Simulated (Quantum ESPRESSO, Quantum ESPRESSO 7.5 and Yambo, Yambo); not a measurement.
# Excitons of GaP (F-43m): kernels and approximations

Wanted: excitons and ε₂ of GaP (F-43m), with cost.

Calculated with Quantum ESPRESSO 7.5 and Yambo 5.3.0; PBE and many-body steps on it, plane waves.

## 1. Starting point

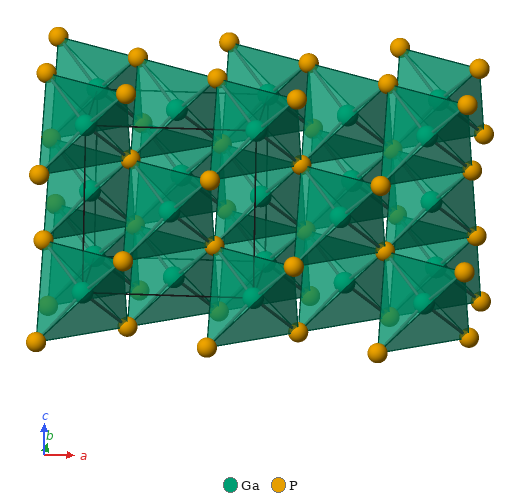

The starting structure, seen slightly off an axis (gallium teal, phosphorus orange). 2×1×1 cells are drawn. This picture shows the conventional cell, with its axes. Some periodic images of atoms are drawn too.

Structure file:

```cif
data_structure
_symmetry_space_group_name_H-M 'F-43m'
_symmetry_Int_Tables_number 216
_cell_length_a 5.4505
_cell_length_b 5.4505
_cell_length_c 5.4505
_cell_angle_alpha 90.000
_cell_angle_beta 90.000
_cell_angle_gamma 90.000
_cell_volume 161.92
loop_
_atom_site_label
_atom_site_type_symbol
_atom_site_symmetry_multiplicity
_atom_site_Wyckoff_symbol
_atom_site_fract_x
_atom_site_fract_y
_atom_site_fract_z
_atom_site_occupancy
Ga1 Ga 4 a 0.00000 0.00000 0.00000 1
P1 P 4 d 0.25000 0.25000 0.75000 1
```

The cell and positions come from the Crystallography Open Database and are kept as given unless a step says otherwise.

## 2. Empty states on the mesh, 4×4×4 mesh, 100 bands

This step: Quantum ESPRESSO 7.5; DFT, PBE, plane waves, norm-conserving pseudopotentials.

The sums over transitions need many empty states on a uniform mesh; this step solves for them.

File pw.in:

```
&control
  calculation = 'nscf'
  prefix = 'x'
  outdir = 'o'
  pseudo_dir = 'pseudo'
/
&system
  ibrav = 0
  nat = 2
  ntyp = 2
  ecutwfc = 72.0
  nbnd = 100
  force_symmorphic = .true.
/
&electrons
  conv_thr = 1e-9
  electron_maxstep = 80
  diago_full_acc = .true.
  diago_thr_init = 5e-6
/
ATOMIC_SPECIES
  Ga 69.723 Ga.upf
  P 30.974 P.upf
CELL_PARAMETERS angstrom
  0.0000000000 2.7252500000 2.7252500000
  2.7252500000 0.0000000000 2.7252500000
  2.7252500000 2.7252500000 0.0000000000
ATOMIC_POSITIONS crystal
  Ga 0.0000000000 0.0000000000 0.0000000000
  P 0.2500000000 0.2500000000 0.2500000000
K_POINTS automatic
  4 4 4 0 0 0
```

Started as:

```console
OMP_NUM_THREADS=1 mpirun -n 8 pw.x -nk 4 -in pw.in > pw.out
```

The log of the run:

```text
Program PWSCF v.7.5 starts

     This program is part of the open-source Quantum ESPRESSO suite
     for quantum simulation of materials; please cite
         "P. Giannozzi et al., J. Phys.:Condens. Matter 21 395502 (2009);
         "P. Giannozzi et al., J. Phys.:Condens. Matter 29 465901 (2017);
         "P. Giannozzi et al., J. Chem. Phys. 152 154105 (2020);
     in publications or presentations arising from this work. More details at

     Atomic positions and unit cell read from directory:
     o/x.save/

     Message from routine setup:
[...]
k =-0.3536-0.3536 0.3536 (  2824 PWs)   bands (ev):

[...]
81.9846  81.9846  83.8284  84.5914  88.6178  88.6178  90.2492  92.1452
    92.3080  92.3080  92.5955  93.8737  93.8737  94.1894  94.5746  94.5746
    98.0787  98.5494  98.5494  99.2455

          k = 0.3536 0.0000 0.0000 (  2826 PWs)   bands (ev):

     [... further k-points ...]

     highest occupied, lowest unoccupied level (ev):     7.6196    9.2722

     XML data file, pseudopotentials, collected wavefunctions

=------------------------------------------------------------------------------=
   JOB DONE.
=------------------------------------------------------------------------------=
```

It took 3.3 s on 8 MPI ranks of Arm Neoverse V1, shared host; peak memory 0.4 GiB; 25 s of CPU time.

This step gave:

```
gap                                                           : 1.653 eV
k of the valence top                                          : 0, 0, 0
k of the conduction bottom                                    : 0, -0.5, -0.5
least direct gap                                              : 1.817 eV
k points computed                                             : 8
lowest point of the top converged band, above the valence top : 88.9156 eV
```

On this mesh the gap is 1.653 eV.

The density comes from a self-consistent run that is not shown.

## 3. Conversion and set-up

This step: Yambo 5.3.0; conversion and set-up on PBE, plane waves, norm-conserving pseudopotentials.

The states are converted to the many-body program's format and the q mesh is built.

Started as:

```console
(cd o/x.save; p2y > p2y.log; mv SAVE ../..); yambo > setup.log
```

The log of the run:

```text
 Yambo, version 5.3.0

 [02] CORE Variables Setup
 =========================

  [02.01] Unit cells
  ==================

  Cell kind             :  FCC
  Atoms in the cell     :  Ga  P
  number of Ga atoms    :  1
  number of P  atoms    :  1

  List of atomic masses
  Mass of Ga    :  69.72300
  Mass of P     :  30.97400

  List of atomic coordinates    : [cc]
  Ga1       :  0.000000  0.000000  0.000000  order 1
  P1       :  2.574988  2.574988  2.574988  order 2

  Alat factors          :  5.149976  5.149976  5.149976 [a.u.]
  Direct lattice volume :  273.1780 [a.u.]
[...]
==========================================

 IBZ Q-points                                      :   8
 BZ  Q-points                                      :   64

 K/Q-points units:
 rlu = crystal or reduced units; cc = cartesian coordinates; iku = interal k-units

 Q [1]          [rlu]:  0.000000  0.000000  0.000000
 Q [2]          [rlu]: -0.25926E-17 -0.25926E-17  0.25000
 Q [3]          [rlu]:  0.51853E-17  0.51853E-17 -0.50000
[...]
Q [7]          [rlu]: -0.34504E-17 -0.50000     -0.50000
 Q [8]          [rlu]:  0.250000 -0.500000 -0.250000

  [03.01] X indexes
  =================

   [03.01.01] Sigma indexes
   ========================

 [06] Game Over & Game summary
```

Run time: 2.6 s. Hardware: 1 MPI rank; peak memory 0.24 GiB.

## 4. Screening and self-energy, 4×4×4 mesh, 100 bands, screening to 129.3 eV

G0W0 replaces the xc potential by the self-energy, built once from these orbitals. Only a window of levels is corrected, while the sums run over the empty bands that the input names.

This step: G0W0 on PBE, plane waves, norm-conserving pseudopotentials.

File gw1.in:

```
HF_and_locXC
gw0
dyson
ppa
em1d
rim_cut
RandQpts= 1000000
RandGvec= 1 RL
EXXRLvcs= 72 Ry
VXCRLvcs= 288 Ry
Chimod= "HARTREE"
% BndsRnXp
 1 | 100 |
%
NGsBlkXp= 9.5 Ry
% LongDrXp
 1 | 1 | 1 |
%
% GbndRnge
 1 | 100 |
%
DysSolver= "n"
ExtendOut
PPAPntXp= 27.21138 eV
% QPkrange
 1 | 8 | 7 | 13 |
%
```

Started as:

```console
OMP_NUM_THREADS=1 mpirun -n 8 yambo -F gw1.in -J gw1 -C gw1 > gw1.log
```

The log of the run:

```text
 Yambo, version 5.3.0

 [02] CORE Variables Setup
 =========================

  [... cell, symmetries and grids as in the set-up ...]

  [02.05] Energies & Occupations
  ==============================

  [X] === General ===
  [X] Electronic Temperature                        :  0.000000  0.000000 [eV K]
  [X] Bosonic    Temperature                        :  0.000000  0.000000 [eV K]
  [X] Finite Temperature mode                       : no
  [X] El. density                                   :  0.44466E+24 [cm-3]
[...]
Sx RL components                                 :  2837

   QP @ state[ 1 ] K range                          :   1   8
   QP @ state[ 1 ] b range                          :   7  13
   GF energies kind                                 : Perdew, Burke & Ernzerhof(X)+Perdew, Burke & Ernzerhof(C)
   GF WF`s kind                                     : Perdew, Burke & Ernzerhof(X)+Perdew, Burke & Ernzerhof(C)
   Xs energies kind                                 : Perdew, Burke & Ernzerhof(X)+Perdew, Burke & Ernzerhof(C)
   Xs WF`s kind                                     : Perdew, Burke & Ernzerhof(X)+Perdew, Burke & Ernzerhof(C)

 [11] Game Over & Game summary
```

Elapsed: 1.7 min, on 8 MPI ranks; peak memory 2.8 GiB.

Numbers from this step:

| Quantity | Value |
| --- | --- |
| G0W0 gap on the mesh | 2.150 eV |
| starting gap on the mesh | 1.653 eV |
| k of the valence top | 0, 0, 0 |
| k of the conduction bottom | 0, -0.5, -0.5 |
| least direct G0W0 gap on the computed points | 2.352 eV |

The gap on the mesh goes from 1.65 eV to 2.15 eV, a correction of +0.50 eV.

The gap opens by 0.498 eV; the next steps shift the empty bands rigidly by 0.536 eV, the correction at the start's least direct gap.

## 5. Excitons

Light makes an electron and a hole together. The Bethe-Salpeter equation adds their screened attraction and their exchange, in a window of bands around the gap.

This step: Bethe-Salpeter equation on PBE with a scissors shift, plane waves, norm-conserving pseudopotentials.

File bse3.in:

```
optics
bss
bse
em1s
dipoles
rim_cut
RandQpts= 1000000
RandGvec= 1 RL
Chimod= "HARTREE"
BSKmod= "SEX"
BSEmod= "resonant"
BSSmod= "d"
BSENGexx= 30 Ry
BSENGBlk= 6 Ry
% BSEQptR
 1 | 1 |
%
% BSEBands
 7 | 13 |
%
% BEnRange
 0 | 7 | eV
%
% BDmRange
 0.1 | 0.1 | eV
%
BEnSteps= 141
% BLongDir
 1 | 0 | 0 |
%
% BndsRnXs
 1 | 51 |
%
NGsBlkXs= 6 Ry
% LongDrXs
 1 | 1 | 1 |
%
% KfnQP_E
 0.536 | 1.0 | 1.0 |
%
WRbsWF
```

Started as:

```console
OMP_NUM_THREADS=1 mpirun -n 8 yambo -F bse3.in -J bse3 -C bse3 > bse3.log
```

The log of the run:

```text
 Yambo, version 5.3.0

 [02] CORE Variables Setup
 =========================

  [... cell, symmetries and grids as in the set-up ...]

  [02.05] Energies & Occupations
  ==============================

  [X] === General ===
  [X] Electronic Temperature                        :  0.000000  0.000000 [eV K]
  [X] Bosonic    Temperature                        :  0.000000  0.000000 [eV K]
  [X] Finite Temperature mode                       : no
  [X] El. density                                   :  0.44466E+24 [cm-3]
  [X] Fermi Level                                   :  7.619617 [eV]

  [X] === Gaps and Widths ===
  [X] Conduction Band Min                           :  1.652583 [eV]
  [X] Valence Band Max                              :  0.000000 [eV]
  [X] Filled Bands                                  :   9
  [X] Empty Bands                                   :   10  100
  [X] Direct Gap                                    :  1.816924 [eV]
  [X] Direct Gap localized at k                     :  1
  [X] Indirect Gap                                  :  1.652583 [eV]
  [X] Indirect Gap between kpts                     :   1   7
  [X] Last valence band width                       :  3.419614 [eV]
  [X] 1st conduction band width                     :  3.049488 [eV]

 [03] Transferred momenta grid and indexing
 ==========================================

 [BZ sampling] Q-grid is User defined and/or read from the database

 IBZ Q-points                                      :   8
 BZ  Q-points                                      :   64

 K/Q-points units:
 rlu = crystal or reduced units; cc = cartesian coordinates; iku = interal k-units

 Q [1]          [rlu]:  0.000000  0.000000  0.000000
 Q [2]          [rlu]: -0.25926E-17 -0.25926E-17  0.25000
 Q [3]          [rlu]:  0.51853E-17  0.51853E-17 -0.50000
 Q [4]          [rlu]:  0.17252E-17  0.25000      0.25000
 Q [5]          [rlu]:  0.64517E-16  0.25000      0.50000
 Q [6]          [rlu]:  0.51853E-17  0.25000     -0.25000
 Q [7]          [rlu]: -0.34504E-17 -0.50000     -0.50000
 Q [8]          [rlu]:  0.250000 -0.500000 -0.250000

  [03.01] X + BSE indexes
  =======================

   [03.01.01] Sigma indexes
   ========================

 [04] Coloumb potential Random Integration (RIM)
 ===============================================

  [04.01] RIM initialization
  ==========================

  * Diagonal components only detected *

  8 x (sBL volume)        :  0.113502 [a.u.]
  sBZ random points       :  1000000
  Points outside the sBZ  :   7987327
  RL volume               :  0.908017 [a.u.]
  Integrated volume       :  0.909458 [a.u.]

  [04.02] RIM integrals
  =====================

  Gamma point sphere radius             :  0.087825 [a.u.]
  Points outside the sphere             :   799513
  [Int_sBZ(q=0) 1/q^2]*(Vol_sBZ)^(-1/3) =:  7.764325
                                 should be <:  7.795600

  Summary of Coulomb integrals for non-metallic bands |Q|[au] RIM/Bare

  Q [1] 0.100000E-4 0.995988 * Q [2] 0.264147 1.066458
  Q [4] 0.305010 1.065091 * Q [6] 0.431350 1.027253
  Q [5] 0.505803 1.020682 * Q [3] 0.528294 1.017918
  Q [7] 0.610021 1.014689 * Q [8] 0.682024 1.011759

 [WARNING] [Xs] User bands 1-51 break level degeneracy

 [05] External/Internal QP corrections
 =====================================

 [QP_apply] Action to be applied: USER defined scissor

  [05.01]  QP corrections report
  ==============================

  [K+QP] === General ===
  [K+QP] Electronic Temperature                     :  0.000000  0.000000 [eV K]
  [K+QP] Bosonic    Temperature                     :  0.000000  0.000000 [eV K]
  [K+QP] Finite Temperature mode                    : no
  [K+QP] El. density                                :  0.44466E+24 [cm-3]
  [K+QP] Fermi Level                                :  0.000000 [eV]

  [K+QP] === Gaps and Widths ===
  [K+QP] Conduction Band Min                        :  2.188583 [eV]
  [K+QP] Valence Band Max                           :  0.000000 [eV]
  [K+QP] Filled Bands                               :   9
  [K+QP] Empty Bands                                :   10  100
  [K+QP] Direct Gap                                 :  2.352924 [eV]
  [K+QP] Direct Gap localized at k                  :  1
  [K+QP] Indirect Gap                               :  2.188583 [eV]
  [K+QP] Indirect Gap between kpts                  :   1   7
  [K+QP] Last valence band width                    :  3.419614 [eV]
  [K+QP] 1st conduction band width                  :  3.049488 [eV]

  [coarse-grid] Minimum Bare Gap        [ev]:  1.652583
  [coarse-grid] Minimum Gap Correction  [ev]:  0.536000

  Eqp @ K [1]
   -14.5723     -14.5723     -14.5723     -14.4751     -14.4751     -12.4940    -0.203939E-8 -0.103506E-8
    0.00000   2.35292   4.42297   4.42297   4.42297   9.34620  10.26324  10.26324
   12.98922  12.98922  12.98922  16.37595  24.75397  24.75397  24.75397  27.66954
  Eqp @ K [2]
  -14.61617 -14.55791 -14.55791 -14.47424 -14.47424 -11.71881  -3.87688  -0.66213
   -0.66213   2.68842   5.27726   5.27726   6.88150   9.48133   9.48133  10.46572
   13.62394  16.72789  16.72789  19.37485  19.76321  19.76321  21.13903  26.55399
  Eqp @ K [3]
[...]
Eqp @ K [4]
[...]
Eqp @ K [5]
[...]
[... 2 further k-points ...]
  Eqp @ K [8]
  -14.67022 -14.53425 -14.51376 -14.49027 -14.46686  -9.43916  -6.54805  -3.57510
   -3.41961   5.23807   5.39691   6.63736   6.68521  12.12022  12.35068  14.20068
   14.38340  17.15805  19.27525  19.66859  19.94709  19.97824  21.37471  21.95251

 [06] Dipoles
 ============

  [06.01] Setup: observables and procedures
  =========================================

  [WARNING] [r,Vnl^pseudo] included in position and velocity dipoles.

  [WARNING] In case H contains other non local terms, these are neglected

 [07] Static Dielectric Matrix
 =============================

 [SLK-Inversion]  Pools        :  2
 [SLK-Inversion]  BLACS grid   :  2  2

 [WR./bse3//ndb.em1s]------------------------------------------------------------
  Brillouin Zone Q/K grids (IBZ/BZ)                :    8   64    8   64
  RL vectors                                       :   3527 [WF]
  Coulomb cutoff potential                         : none
  Electronic Temperature                           :  0.000000 [K]
  Bosonic    Temperature                           :  0.000000 [K]
  Static diel. fun.  energies                      : Perdew, Burke & Ernzerhof(X)+Perdew, Burke & Ernzerhof(C)
  wavefunctions                                    : Perdew, Burke & Ernzerhof(X)+Perdew, Burke & Ernzerhof(C)
  Global Gauge                                     : length
  X matrix size                                    :   89
  X band range                                     :    1   51
  X e/h energy range                               : -1.000000 -1.000000 [eV]
  X Time ordering                                  : T
  X Hxc Kernel                                     : HARTREE
  X Drude frequency                                :  0.000000  0.000000
  X poles                                          :  100.0000 [o/o]
  RL vectors in the sum                            :   3527
  [r,Vnl] included                                 : yes
  Field direction                                  :  0.577350E-5  0.577350E-5  0.577350E-5
  BZ energy Double Grid                            : no
  BZ energy DbGd points                            : 0
  BZ Q point size factor                           : -1.000000
  X Optical Averaged directions                    : none

 [08] Bethe Salpeter Equation driver
 ===================================

  [08.01] Bethe Salpeter Equation @q1
  ===================================

   [08.01.01] Transition pre-analysis @q1
   ======================================

   [08.01.02] Transition Groups build-up @q1
   =========================================

   [BSK] Transition groups (total):   32
   [BSK] Size (resonant):   768
   [BSK]         (total):   768
   [BSK] N. of matrices :  1

   [08.01.03] Loading Dipoles @q1
   ==============================

   [08.01.04] Independent Particles properties @q1
   ===============================================

   ==========================================================

   [BSE] Exchange components :   821
   [BSE] Correlation components :    89   387

    [08.01.05.01] Screened interaction header I/O
    =============================================

    [08.01.05.02] Main kernel loop
    ==============================

    [08.01.05.03] Wave-Function Phases
    ==================================

    [BSE] WF phases found       :  50.70685 [o/o]

   [08.01.06] BSE solver(s) @q1
   ============================

   [SLK-Digonalization]  Pools        :  2
   [SLK-Digonalization]  BLACS grid   :  2  2

   [08.01.07] Diago Solver @q1
   ===========================

 [11] Game Over & Game summary
```

Wall time 11 s (8 MPI ranks); peak memory 2.3 GiB.

This step gave:

```
transitions in the window                                      : 768
direct gap of the transition levels                            : 2.353 eV
lowest state                                                   : 2.216 eV
first strong exciton (over a fiftieth of the strongest listed) : 2.216 eV
binding of the lowest state below the direct gap               : 0.1371 eV
Coulomb term of one mesh cell                                  : 0.1648 eV
```

The binding is 0.83 times the screened Coulomb term of one mesh cell (0.16 eV), so it is not shown settled.

The lowest state lies at 2.216 eV, 0.137 eV under the direct gap.

Lines within 3 meV are set at the lowest of them, and the highest group, which the list may cut short, is left out; lines within 3 meV are set at the lowest of them, and the highest group, which the list may cut short, is left out. Lines of the exciton spectrum (strongest = 100):

```
position (eV)  lines merged  strength, relative
        2.216             3                  33
        3.082             3                 100
        3.119             3                 0.0
        3.144             2                 0.0
        3.228             3                 0.0
        3.235             5                 0.0
```

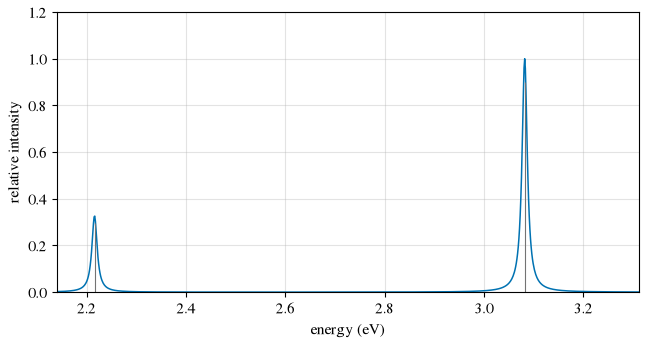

The exciton spectrum, broadened with Lorentzians of width 0.013 eV; bars mark the lines.

The ε₂ has structure finer than the step of the table below, so its rows give means over 0.25 eV, whole bins alone (the curve runs from 0 to 7 eV). Peaks (eV: height): BSE 2.200: 40.2, 3.100: 118, 4.250: 41.1, 4.650: 68.9; no electron-hole interaction 2.350: 25.3, 3.350: 96.2, 4.400: 35.5, 5.000: 83.2, 5.950: 29.9.

Field along x; broadening 0.1 eV; transition window only. Limits: finite bands, cutoff and mesh; exchange with frozen shells missing; no spin-orbit coupling; coarse k mesh; exciton not shown settled in the k mesh. Table of ε₂ by photon energy; means over each step:

```
photon energy (eV)    BSE  no electron-hole interaction
              0.25  0.328                         0.239
              0.50  0.400                         0.283
              0.75  0.502                         0.342
              1.00  0.657                         0.426
              1.25  0.913                         0.555
              1.50   1.41                         0.775
              1.75   2.74                          1.24
              2.00   10.2                          2.80
              2.25   29.0                          14.1
              2.50   9.30                          11.5
              2.75   13.6                          4.85
              3.00   73.5                          10.1
              3.25   43.8                          56.9
              3.50   8.99                          37.3
              3.75   5.41                          7.80
              4.00   9.33                          5.64
              4.25   30.9                          15.4
              4.50   31.5                          24.0
              4.75   46.9                          29.0
              5.00   12.1                          69.4
              5.25   4.08                          19.7
              5.50   3.76                          6.49
              5.75   11.8                          10.8
              6.00   8.28                          20.5
              6.25   7.53                          10.7
              6.50   3.43                          7.35
              6.75   1.30                          2.11
```

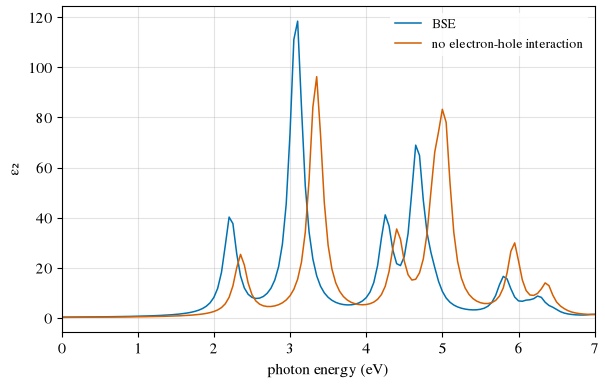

ε₂, plotted against photon energy.

(Part 1 of 3 ends here.)

[Paths, hosts, dates, memory and timing lines, banners, echoed tables and standing remarks are left out of the program output.]

[Logs are printed without paths, hosts, clocks, repeated set-up lines and the standing remarks that a program may print on its own settings, such as how far it seeks lower states.]

[Runs of the session that timed out or met a known fault of the program may be left out.]

[Hosts, paths, dates, database ids (printed as entryN), source tags and the programs' standing remarks are cut or masked in the printed files.]
